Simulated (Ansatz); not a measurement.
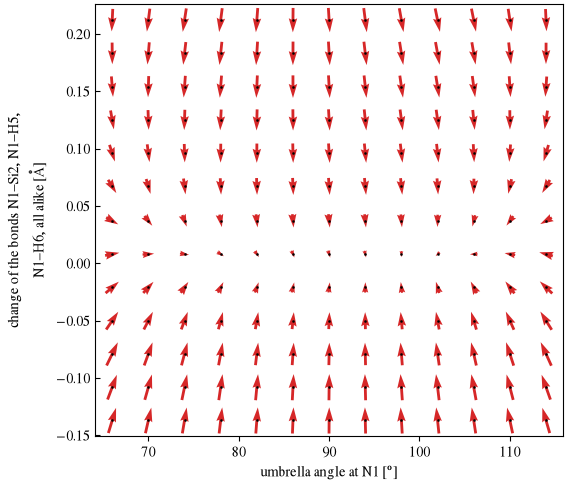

Br2H2NSi, SMILES N[Si](Br)Br, spin multiplicity 2. The first coordinate is: umbrella angle at N1 (between each of its bonds and their common axis; 90 is planar); the second: change of the bonds N1–Si2, N1–H5, N1–H6, all alike. Nothing is relaxed (all other coordinates rigid). Grid: 13 × 13 points. Points are written as (first, second). These are results of UKS PBE0-D4/def2-SVP (Ansatz 0.2.0), not measurements.

The picture shows dots at the grid points, arrows along the force (downhill), their lengths compressed.

Question: The arrows alone are given. Where is the energy lowest?

Answer: The arrows converge at about (97°, 0.000 Å) (read from the interpolated surface).

The energy map of the same scan:

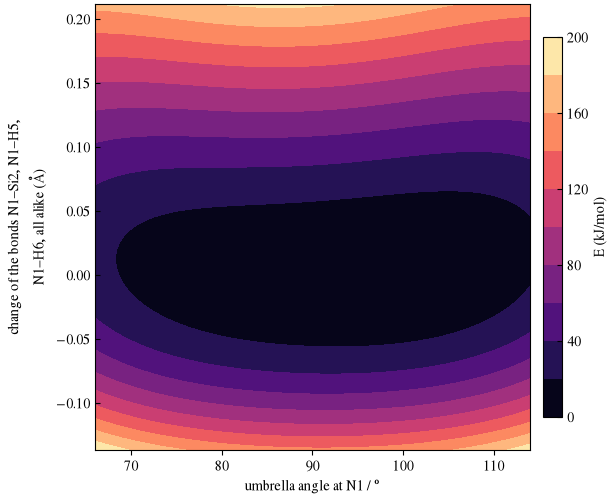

Energies are in kJ/mol, from the relaxed molecule at the same level; between grid points the surface is interpolated.
